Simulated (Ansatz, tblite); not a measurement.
# The cluster CoSi6: one state, many levels, part 2 of 2

Aim: run the doublet of the cluster CoSi6 at one geometry on many levels, and compare frontier levels, spin and run time.

Ansatz 0.2.0, Gaussian basis; as each input shows. Earlier steps stand in the parts before.

## Step 15: CCSD(T)/def2-SVP

Input file in.yaml:

```yaml
crystal:
  periodic: [false, false, false]
  atoms:
    - {symbol: Co, position_ang: [1.235540, 0.219109, 0.867929]}
    - {symbol: Si, position_ang: [-1.396385, 0.936539, 0.296331]}
    - {symbol: Si, position_ang: [0.426706, 0.414333, -1.252590]}
    - {symbol: Si, position_ang: [0.579332, 2.317153, 0.176563]}
    - {symbol: Si, position_ang: [-1.411863, -1.115841, -1.021962]}
    - {symbol: Si, position_ang: [1.021530, -1.793048, -0.473942]}
    - {symbol: Si, position_ang: [-0.454860, -0.978255, 1.407673]}
basis:
  gaussian: {orbitals: def2-SVP, initial_orbitals: start.molden}
magnetization: {spin_polarized: true, initial_magnetization: 1}
correlation: {method: ccsd_t}
scf: {omitted_lower_state_checks: [starts, cluster_reference]}
output: {orbitals: {seedname: orbitals}}
```

Command:

```console
ansatz run in.yaml --threads 4 --pin off --events-out ev --progress --plain --max-ram 4787MiB
```

What it wrote:

```text
Functional definition: HF
  name "HF"
  cite "Fock, Z. Phys. 61, 126 (1930) doi:10.1007/BF01340294"
  parent pbe
  exchange = exact_x
  correlation = 0
these checks for a lower state are left out or cut short: starts, cluster_reference
1328 factors; integrals over basis functions are off by at most 7.7e-4 eV
mean field evaluation 1: about -84732.3016 eV, gradient 1.8e1 eV
mean field evaluation 2: about -84735.5898 eV, gradient 5.0e0 eV
mean field evaluation 4: about -84736.7503 eV, gradient 2.2e0 eV
mean field evaluation 8: about -84737.3627 eV, gradient 6.4e-1 eV
mean field evaluation 16: about -84737.3721 eV, gradient 5.7e-5 eV
mean field -84737.37206880 eV, -3114.0409864747 hartree, gradient 2.5e-6 eV, S^2 2.772982; 0 other end points of the search recorded, 0 dependent functions left out
35 core orbitals not correlated, not the lowest: weight in the atoms' cores, before any rotation towards them, 1.000 or more for the frozen orbitals, at most 0.000 for the correlated occupied ones
reference -84737.37206880 eV, -3114.0409864747 hartree; 21, 20 occupied and 83, 84 virtual orbitals, 1328 factors
second order -24.62925127 eV of doubles, -0.00000000 eV of singles
cycle   1  -23.08597715 eV  change     1.5e0 eV  update   2.8e-1
cycle   2  -24.60842157 eV  change    -1.5e0 eV  update   1.2e-1
cycle   3  -24.98829003 eV  change   -3.8e-1 eV  update   9.3e-2
cycle   4  -25.27961454 eV  change   -2.9e-1 eV  update   6.6e-2
cycle   5  -25.55227291 eV  change   -2.7e-1 eV  update   5.7e-2
cycle   6  -25.75584966 eV  change   -2.0e-1 eV  update   3.5e-2
cycle   7  -25.83825707 eV  change   -8.2e-2 eV  update   2.5e-2
cycle   8  -25.93609773 eV  change   -9.8e-2 eV  update   1.6e-2
cycle   9  -25.98098118 eV  change   -4.5e-2 eV  update   1.2e-2
cycle  10  -25.98253886 eV  change   -1.6e-3 eV  update   8.4e-3
cycle  11  -25.99980466 eV  change   -1.7e-2 eV  update   6.6e-3
cycle  12  -26.00659983 eV  change   -6.8e-3 eV  update   5.1e-3
cycle  13  -26.00791501 eV  change   -1.3e-3 eV  update   4.0e-3
cycle  14  -26.01475702 eV  change   -6.8e-3 eV  update   3.2e-3
cycle  15  -26.01613997 eV  change   -1.4e-3 eV  update   2.5e-3
cycle  16  -26.01530514 eV  change    8.3e-4 eV  update   1.9e-3
cycle  17  -26.01666987 eV  change   -1.4e-3 eV  update   1.4e-3
cycle  18  -26.01819209 eV  change   -1.5e-3 eV  update   9.9e-4
cycle  19  -26.01973741 eV  change   -1.5e-3 eV  update   7.7e-4
cycle  20  -26.02117045 eV  change   -1.4e-3 eV  update   5.7e-4
cycle  21  -26.02160584 eV  change   -4.4e-4 eV  update   4.2e-4
cycle  22  -26.02195817 eV  change   -3.5e-4 eV  update   3.3e-4
cycle  23  -26.02216314 eV  change   -2.0e-4 eV  update   2.5e-4
cycle  24  -26.02234259 eV  change   -1.8e-4 eV  update   2.0e-4
cycle  25  -26.02246386 eV  change   -1.2e-4 eV  update   1.6e-4
cycle  26  -26.02253593 eV  change   -7.2e-5 eV  update   1.3e-4
cycle  27  -26.02253083 eV  change    5.1e-6 eV  update   1.1e-4
cycle  28  -26.02246368 eV  change    6.7e-5 eV  update   9.5e-5
cycle  29  -26.02245419 eV  change    9.5e-6 eV  update   7.6e-5
cycle  30  -26.02245757 eV  change   -3.4e-6 eV  update   6.5e-5
cycle  31  -26.02246713 eV  change   -9.6e-6 eV  update   5.2e-5
cycle  32  -26.02248093 eV  change   -1.4e-5 eV  update   4.5e-5
cycle  33  -26.02248098 eV  change   -5.3e-8 eV  update   3.9e-5
perturbative correction -2.39589291 eV, -0.0880474403 hartree
Total energy: -84765.79044268 eV, -3115.0853424523 hartree
Checks for a lower state left out: starts, cluster_reference
```

Wall time 1.8 min (4 threads of Arm Neoverse V1, shared host); peak memory 1.7 GiB.

Report: Hartree-Fock HOMO -7.58 eV, LUMO -0.71 eV (over both spins); ⟨S²⟩ 2.773 (pure: 0.75); T1 0.097. Doubts: large T1 diagnostic, spin contamination.

## Step 16: MP2/def2-TZVP

Edit in.yaml of step 15 so:

```diff
@@ -11,6 +11,6 @@
 basis:
-  gaussian: {orbitals: def2-SVP, initial_orbitals: start.molden}
+  gaussian: {orbitals: def2-TZVP, initial_orbitals: start.molden}
 magnetization: {spin_polarized: true, initial_magnetization: 1}
-correlation: {method: ccsd_t}
-scf: {omitted_lower_state_checks: [starts, cluster_reference]}
+correlation: {method: mp2}
+scf: {omitted_lower_state_checks: [starts]}
 output: {orbitals: {seedname: orbitals}}
```

Launched as before.

What it wrote:

```text
Functional definition: HF
  name "HF"
  cite "Fock, Z. Phys. 61, 126 (1930) doi:10.1007/BF01340294"
  parent pbe
  exchange = exact_x
  correlation = 0
these checks for a lower state are left out or cut short: starts
1777 factors; integrals over basis functions are off by at most 7.1e-4 eV
mean field evaluation 1: about -84752.8548 eV, gradient 3.3e1 eV
mean field evaluation 2: about -84756.2994 eV, gradient 5.2e0 eV
mean field evaluation 4: about -84757.3761 eV, gradient 2.4e0 eV
mean field evaluation 8: about -84758.8621 eV, gradient 1.7e0 eV
mean field evaluation 16: about -84758.8923 eV, gradient 9.9e-5 eV
mean field -84758.89234768 eV, -3114.8318421365 hartree, gradient 5.7e-6 eV, S^2 2.801857; 0 other end points of the search recorded, 0 dependent functions left out
35 core orbitals not correlated, not the lowest: weight in the atoms' cores, before any rotation towards them, 1.000 or more for the frozen orbitals, at most 0.000 for the correlated occupied ones
reference -84758.89234768 eV, -3114.8318421365 hartree; 21, 20 occupied and 211, 212 virtual orbitals, 1777 factors
second order -33.33477320 eV of doubles, -0.00000000 eV of singles
Total energy: -84792.22712088 eV, -3116.0568724565 hartree
Checks for a lower state left out: starts
```

It took 49 s on 4 threads of Arm Neoverse V1, shared host; peak memory 1.6 GiB.

Hartree-Fock HOMO -7.49 eV, LUMO -0.60 eV (over both spins); ⟨S²⟩ 2.802 (pure: 0.75). Doubts: spin contamination.

## Step 17: RPA/def2-TZVP

Edit in.yaml of step 16 so:

```diff
@@ -13,4 +13,4 @@
 magnetization: {spin_polarized: true, initial_magnetization: 1}
-correlation: {method: mp2}
+hamiltonian: {xc: pbe}
+correlation: {method: rpa}
 scf: {omitted_lower_state_checks: [starts]}
-output: {orbitals: {seedname: orbitals}}
```

The command is unchanged.

What it wrote:

```text
Functional definition: PBE
  name "PBE"
  cite "Perdew, Burke & Ernzerhof, Phys. Rev. Lett. 77, 3865 (1996) doi:10.1103/PhysRevLett.77.3865"
  parent pbe
  parameter kappa = 0.804
  parameter beta = 0.06672455060314922
  exchange = pbe_x(kappa = kappa, mu = beta*pi^2/3)
  correlation = pbe_c(beta = beta)
these checks for a lower state are left out or cut short: starts
1777 factors; integrals over basis functions are off by at most 7.1e-4 eV
mean field evaluation 1: about -84864.3668 eV, gradient 1.2e1 eV
mean field evaluation 2: about -84864.8188 eV, gradient 9.4e-1 eV
mean field evaluation 4: about -84864.8939 eV, gradient 3.9e-1 eV
mean field evaluation 8: about -84864.8987 eV, gradient 1.7e-3 eV
mean field -84864.89874303 eV, -3118.7275053120 hartree, gradient 2.6e-6 eV, S^2 0.810478; 0 other end points of the search recorded, 0 dependent functions left out
35 core orbitals not correlated, not the lowest: weight in the atoms' cores, before any rotation towards them, 1.000 or more for the frozen orbitals, at most 0.001 for the correlated occupied ones
reference -84750.05278576 eV, -3114.5069942276 hartree; 21, 20 occupied and 211, 212 virtual orbitals, 1777 factors
Total energy: -84808.09772881 eV, -3116.6401065405 hartree
Checks for a lower state left out: starts
```

It took 22 s on 4 threads of Arm Neoverse V1, shared host; peak memory 1.1 GiB.

Report: ⟨S²⟩ 0.810 (pure: 0.75).

## Step 18: Comparison

| level | functions | HOMO (eV) | LUMO (eV) | gap (eV) | ⟨S²⟩ | time |
| --- | --- | --- | --- | --- | --- | --- |
| HF/STO-3G | 72 | -3.55 | 3.63 | 7.18 | 3.075 | 6.5 s |
| HF/6-31G | 107 | -7.47 | -0.90 | 6.56 | 2.839 | 9.5 s |
| PBE-D4/def2-SVP | 139 | -4.90 | -4.12 | 0.78 | 0.837 | 5.5 s |
| PBE-D4/def2-TZVP | 267 | -4.95 | -4.09 | 0.86 | 0.810 | 12 s |
| PBE-D4/def2-TZVPD | 306 | -4.97 | -4.11 | 0.86 | 0.810 | 18 s |
| revPBE-D4/def2-TZVP | 267 | -4.91 | -4.03 | 0.89 | 0.819 | 12 s |
| r2SCAN-D4/def2-TZVP | 267 | -5.19 | -4.10 | 1.09 | 0.992 | 41 s |
| r2SCAN-D4/def2-TZVPD | 306 | -5.19 | -4.10 | 1.09 | 0.993 | 54 s |
| B3LYP-D4/6-31G | 107 | -5.86 | -3.78 | 2.08 | 1.372 | 15 s |
| PBE0-D4/def2-SVP | 139 | -5.94 | -3.56 | 2.37 | 1.368 | 24 s |
| PBE0-D4/def2-TZVP | 267 | -5.83 | -3.49 | 2.33 | 1.213 | 2.4 min |
| PBE0-D4/def2-TZVPD | 306 | -5.83 | -3.50 | 2.33 | 1.214 | 62 s |

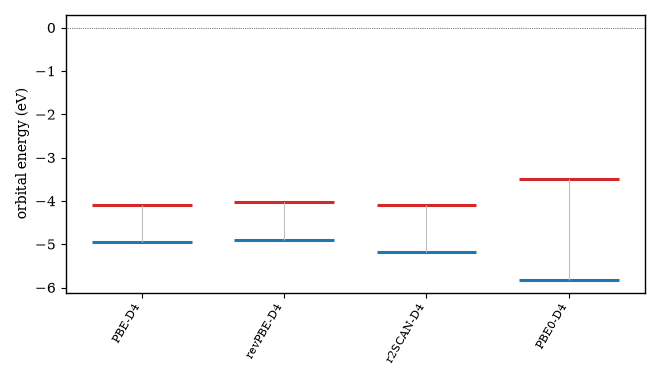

Highest filled (blue) and lowest empty (red) level in def2-TZVP, over both spins.

The pieces so far (eV):

| basis | HF | MP2 correlation | CCSD correlation | (T) | total |
| --- | --- | --- | --- | --- | --- |
| def2-SVP | -84737.3721 | -24.6293 | -26.0225 | -2.3959 | -84765.7904 |
| def2-TZVP | -84758.8923 | -33.3348 |  |  | -84792.2271 (MP2) |

The correlation energy is far from converged in these sets, so it jumps between bases; where outer-core shells are correlated, the sets cover them unevenly.

## Step 19: Binding energy

Free atoms were run apart at each level; binding is atoms less cluster, divided by the number of atoms, without zero-point or spin-orbit terms.

| level | binding an atom (eV) |
| --- | --- |
| HF/6-31G† | 0.448 |
| HF/def2-SVP† | 1.210 |
| HF/def2-TZVP† | 1.290 |
| PBE-D4/def2-SVP | 3.615 |
| PBE-D4/def2-TZVP | 3.612 |
| PBE-D4/def2-TZVPD | 3.613 |
| revPBE-D4/def2-TZVP | 3.488 |
| r2SCAN-D4/def2-TZVP | 3.416 |
| r2SCAN-D4/def2-TZVPD | 3.418 |
| B3LYP-D4/6-31G† | 2.342 |
| PBE0-D4/def2-SVP† | 3.193 |
| PBE0-D4/def2-TZVP† | 3.257 |
| PBE0-D4/def2-TZVPD† | 3.260 |
| RPA/def2-TZVP | 2.851 |
| MP2/def2-SVP† | 2.702 |
| MP2/def2-TZVP† | 3.018 |
| CCSD/def2-SVP† | 2.430 |
| CCSD(T)/def2-SVP† | 2.723 |

† marks a level with a doubtful state (flagged, unstable or spin-contaminated).

## Step 20: Outcome

What follows sums up all 2 parts.

| quantity | value |
| --- | --- |
| gap in def2-TZVP, named functionals, smallest and largest | 0.86 eV (PBE-D4), 2.33 eV (PBE0-D4) |
| correlation energy, CCSD(T)/def2-SVP | -28.42 eV |
| correlation energy, MP2/def2-TZVP | -33.33 eV |
| binding an atom, functionals in def2-TZVP | 3.26 (PBE0-D4) to 3.61 eV (PBE-D4) |
| ⟨S²⟩ in def2-TZVP, named functionals, smallest and largest | 0.810, 1.213 |
| PBE0 total energy, smallest basis above largest | 21.82 eV (def2-SVP, def2-TZVPD) |

**Reading.** Orbital gaps of the named functionals in def2-TZVP span 0.86 eV (PBE-D4) to 2.33 eV (PBE0-D4); exact exchange widens it. Over the named functionals in def2-TZVP spin contamination reaches 0.46 (PBE0-D4), so some levels may describe another state. Notes on CCSD(T)/def2-SVP: large T1 diagnostic, spin contamination.

The slowest run with a step of its own, CCSD(T)/def2-SVP, took 1.8 min; the quickest functional in def2-TZVP took 12 s (shared host).
